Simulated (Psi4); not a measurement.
**SiCl2OF (SMILES [O][Si](F)(Cl)Cl) at UB2PLYP/cc-pVDZ (density fitting for correlation)**

Aim: the energy change on altering one bond length of SiCl2OF at UB2PLYP/cc-pVDZ (density fitting for correlation), from 2 runs. Input form: a Python script.

The calculation is run with Psi4 1.11.

9 further runs of the same task are left out: 7 that didn't finish, 2 set aside as unsound or not needed.

### Step 1. The structure to begin with

SiCl2OF: 5 atoms, total charge 0, spin state doublet. SMILES: `[O][Si](F)(Cl)Cl`. The shape is that of a PBE0-D4/def2-TZVP optimisation.

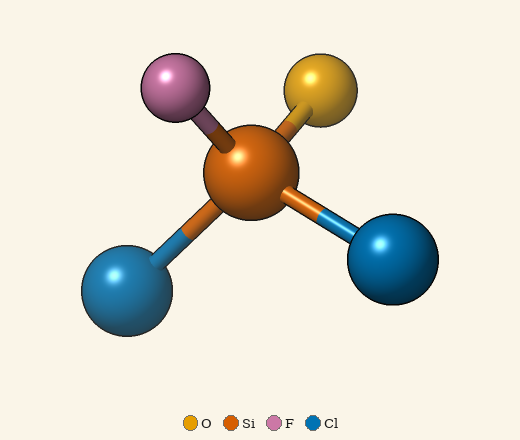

The structure, seen from a chosen angle (oxygen amber, silicon orange, fluorine pink, chlorine blue).

### Step 2. A single-point energy at UB2PLYP/cc-pVDZ (density fitting for correlation)

cl2fosi.py reads:

```python
import psi4

psi4.set_memory('2200 MB')
psi4.set_num_threads(1)
psi4.core.set_output_file('run.log', False)

m = psi4.geometry("""
0 2
O      1.205200    -1.120900     0.351000
Si     0.002000    -0.037300     0.071900
F     -0.944500     0.175500     1.311100
Cl    -1.088600    -0.815800    -1.428500
Cl     0.875700     1.725000    -0.347000
symmetry c1
""")

psi4.set_options({
    'basis': 'cc-pVDZ',
    'reference': 'uks',
    'puream': True,
    'e_convergence': 1e-09,
    'd_convergence': 1e-08,
    'scf_type': 'pk',
    'dft_radial_points': 99,
    'dft_spherical_points': 590,
    'num_frozen_docc': 17,
    'maxiter': 100,
})

E = psi4.energy("B2PLYP", molecule=m)
print(f'B2PLYP energy: {E:.10f} Eh')
```

Run with:

```sh
$ python cl2fosi.py
```

run.log:

```text
[...]
  Running in c1 symmetry.
[...]
  Nuclear repulsion =  367.622626733640175
[...]
  Multiplicity = 2
[...]
  Nalpha       = 33
  Nbeta        = 32
[...]
    Number of basis functions: 82
[...]
   @UKS iter   1: -1383.91758219951225   -6.33766e-02   9.49022e-03 ADIIS/DIIS
[...]
   @UKS iter  22: -1384.31112089347380   -5.45697e-12   9.26374e-09 DIIS
[...]
   @S^2 Observed:                7.535983436E-01
[...]
    Orbital Energies [Eh]
    ---------------------
    Alpha Occupied:
       1A   -102.951526     2A   -102.951313     3A    -67.411413
       4A    -25.400354     5A    -19.836983     6A     -9.951164
       7A     -9.950972     8A     -7.589513     9A     -7.589286
      10A     -7.584759    11A     -7.584528    12A     -7.584155
      13A     -7.583971    14A     -5.790496    15A     -4.045475
      16A     -4.045127    17A     -4.044630    18A     -1.402777
      19A     -1.199488    20A     -0.996033    21A     -0.975479
      22A     -0.671665    23A     -0.592105    24A     -0.581957
      25A     -0.581157    26A     -0.557528    27A     -0.509954
      28A     -0.481993    29A     -0.479037    30A     -0.442500
      31A     -0.424974    32A     -0.419737    33A     -0.412043
[...]
  @UKS Final Energy: -1384.31112089347380
   => Energetics <=
    Nuclear Repulsion Energy =            367.6226267336401747
    One-Electron Energy =               -2646.4466772425794261
    Two-Electron Energy =                 940.6095650132572246
    DFT Exchange-Correlation Energy =     -46.0966353977918217
    Empirical Dispersion Energy =           0.0000000000000000
    VV10 Nonlocal Energy =                  0.0000000000000000
    Total Energy =                      -1384.3111208934737988
[...]
 Multipole Moments:
 ------------------------------------------------------------------------------------
     Multipole            Electronic (a.u.)      Nuclear  (a.u.)        Total (a.u.)
 ------------------------------------------------------------------------------------
 L = 1.  Multiply by 2.5417464519 to convert [e a0] to [Debye]
 Dipole X            :         -1.0166083            0.9665357           -0.0500726
 Dipole Y            :          0.8127806           -0.6700826            0.1426980
 Dipole Z            :          0.0170556           -0.2191697           -0.2021141
 Magnitude           :                                                    0.2524284
[...]
```

Standard output:

```text
B2PLYP energy: -1384.5326778521 Eh
```

Run time: 55 s. Hardware: 1 thread of AMD EPYC 7R43 (Zen 3), shared host; peak memory 0.94 GiB.

### Step 3. The distorted shape

calc.py reads:

```python
import psi4

psi4.set_memory(2200000000)
psi4.set_num_threads(1)
psi4.set_output_file('output.dat', False)

molecule = psi4.geometry("""
0 2
O      2.513923    -0.186698     2.151484
Si     1.310723     0.896902     1.872384
F      0.364223     1.109702     3.111584
Cl    -1.088600    -0.815800    -1.428500
Cl     2.184423     2.659202     1.453484
symmetry c1
""")

psi4.set_options({
    'basis': 'cc-pVDZ',
    'reference': 'uks',
    'puream': True,
    'e_convergence': 1e-09,
    'd_convergence': 1e-08,
    'scf_type': 'pk',
    'dft_radial_points': 99,
    'dft_spherical_points': 590,
    'num_frozen_docc': 17,
    'maxiter': 100,
})

e, wfn = psi4.energy("b2plyp", molecule=molecule, return_wfn=True)
print('E =', round(e, 9))
```

Run with:

```sh
$ python calc.py
```

output.dat:

```text
[...]
  Running in c1 symmetry.
[...]
  Nuclear repulsion =  293.170697729040739
[...]
  Multiplicity = 2
[...]
  Nalpha       = 33
  Nbeta        = 32
[...]
    Number of basis functions: 82
[...]
   @UKS iter   1: -1383.87125186011644   -5.69043e-01   9.53204e-03 ADIIS/DIIS
[...]
   @UKS iter  92: -1384.16788723570289    1.00954e-10   8.74501e-09 DIIS
[...]
   @S^2 Observed:                7.531578542E-01
[...]
    Orbital Energies [Eh]
    ---------------------
    Alpha Occupied:
       1A   -102.990859     2A   -102.957498     3A    -67.395747
       4A    -25.413100     5A    -19.735590     6A     -9.983568
       7A     -9.956762     8A     -7.637461     9A     -7.613251
      10A     -7.613034    11A     -7.595320    12A     -7.589963
      13A     -7.589440    14A     -5.775039    15A     -4.030027
      16A     -4.029184    17A     -4.026488    18A     -1.411408
      19A     -1.059439    20A     -0.984302    21A     -0.983489
      22A     -0.667407    23A     -0.585737    24A     -0.580399
      25A     -0.540146    26A     -0.494004    27A     -0.447986
      28A     -0.439275    29A     -0.433543    30A     -0.431670
      31A     -0.424804    32A     -0.365371    33A     -0.359272
[...]
  @UKS Final Energy: -1384.16788723570289
   => Energetics <=
    Nuclear Repulsion Energy =            293.1706977290407394
    One-Electron Energy =               -2498.1831008409199057
    Two-Electron Energy =                 866.8661512351339979
    DFT Exchange-Correlation Energy =     -46.0216353589574680
    Empirical Dispersion Energy =           0.0000000000000000
    VV10 Nonlocal Energy =                  0.0000000000000000
    Total Energy =                      -1384.1678872357026648
[...]
 Multipole Moments:
 ------------------------------------------------------------------------------------
     Multipole            Electronic (a.u.)      Nuclear  (a.u.)        Total (a.u.)
 ------------------------------------------------------------------------------------
 L = 1.  Multiply by 2.5417464519 to convert [e a0] to [Debye]
 Dipole X            :         -2.3132355            1.2184909           -1.0947446
 Dipole Y            :          1.1002027           -0.4902301            0.6099726
 Dipole Z            :         -0.9520934            0.1274592           -0.8246342
 Magnitude           :                                                    1.5001845
[...]
```

The script printed:

```text
E = -1384.411663282
```

Wall time 2 min (1 thread of AMD EPYC 7R43 (Zen 3), shared host); peak memory 0.84 GiB.

### Step 4. Summary of results

Level: UB2PLYP/cc-pVDZ (density fitting for correlation), 17 core orbitals frozen.

```
                                                                 quantity           value
                                                first shape: total energy  -1384.53268 Eh
    first shape: HOMO energy (SCF part's orbitals) (highest over α and β)       -11.21 eV
     first shape: LUMO energy (SCF part's orbitals) (lowest over α and β)        -3.28 eV
                                                        first shape: ⟨S²⟩           0.754
                                            distorted shape: total energy  -1384.41166 Eh
distorted shape: HOMO energy (SCF part's orbitals) (highest over α and β)        -9.77 eV
 distorted shape: LUMO energy (SCF part's orbitals) (lowest over α and β)        -4.81 eV
                                                    distorted shape: ⟨S²⟩           0.753
      energy change with the Si2–Cl4 bond stretched from 2.012 to 4.426 Å        3.293 eV
```

With the Si2–Cl4 bond stretched from 2.012 to 4.426 Å the energy rises by 3.29 eV (318 kJ/mol). The first shape isn't relaxed at this level, so the change isn't measured from a minimum.
